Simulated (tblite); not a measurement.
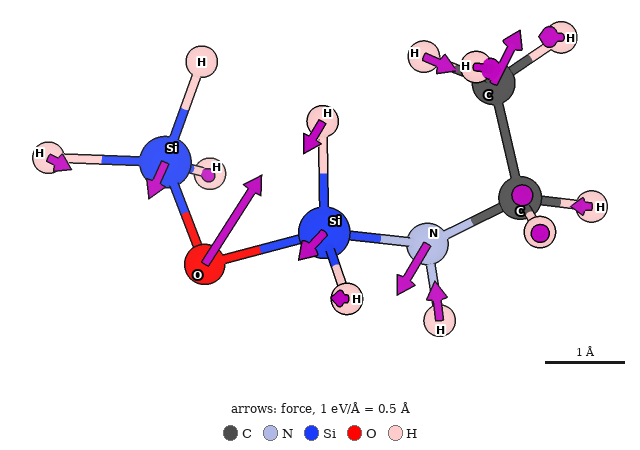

Starting geometry of C2H11NOSi2 with the computed forces as purple arrows. A ball-and-stick model, seen at a tilt.

Method: GFN2-xTB geometry optimisation, gas phase (tblite 0.8.0). 

### What follows when this structure is relaxed?

It isn't relaxed: the largest force vector, on the O atom, is 2.75 eV/Å. The final displacements follow the starting forces only in part (cosine between the two patterns 0.36). The atom that moves furthest after the best rigid fit is an H atom (2.37 Å). Largest moves by element: H 2.37 Å, O 1.17 Å, C 1.04 Å, Si 0.81 Å, N 0.76 Å. Near-neighbour distances that change, for instance: C–Si 2.898 → 3.541 Å, Si–Si 2.779 → 3.166 Å, O–Si 1.722 → 1.621 Å, O–Si 1.709 → 1.613 Å. Bond angles that change, for instance: Si–O–Si 108.2° → 156.6°, C–N–Si 108.7° → 123.3°, N–Si–H 106.6° → 118.0°. Groups turn about O–Si by about 155°, O–Si by about 130°, C–C by about 45°. After 193 geometry steps the energy has fallen by 1.455 eV. The run took 2.2 s on 1 thread of Arm Neoverse N1, on a shared host.
